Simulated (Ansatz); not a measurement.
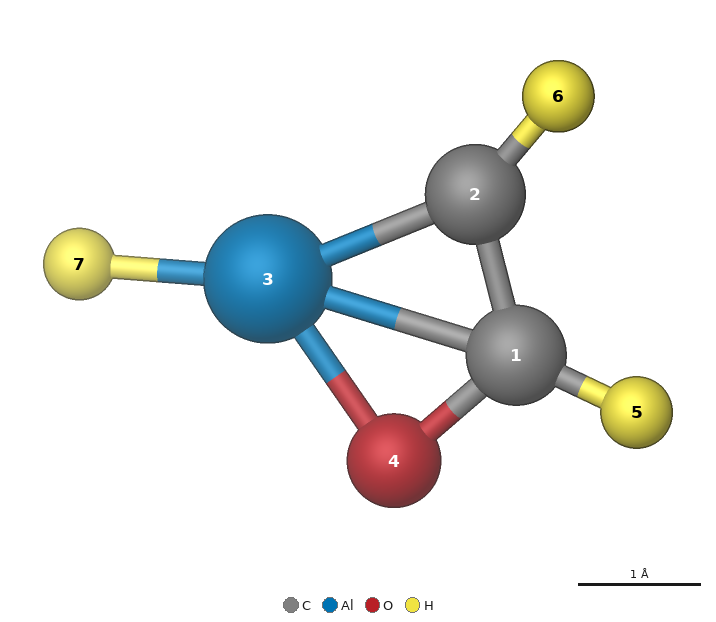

Orthographic view. Depth is shown by fading: the farther an atom, the more it takes the colour of the background. Computed geometry: PBE-D4/def2-SVP optimisation. No frequency run is at hand to confirm it as a minimum.

Write a Z-matrix (Å, degrees) in the order of the atom numbers, with these reference atoms: 2 to 1; 3 to 2, 1; 4 to 1, 2, 3; 5 to 1, 2, 3; 6 to 2, 1, 5; 7 to 3, 4, 1.

```
C  
C    1   1.372
Al   2   1.910   1    81.2
O    1   1.377   2   116.8   3     0.1
H    1   1.111   2   128.2   3  -179.8
H    2   1.095   1   125.5   5     0.0
H    3   1.593   4   128.4   1  -179.7
```
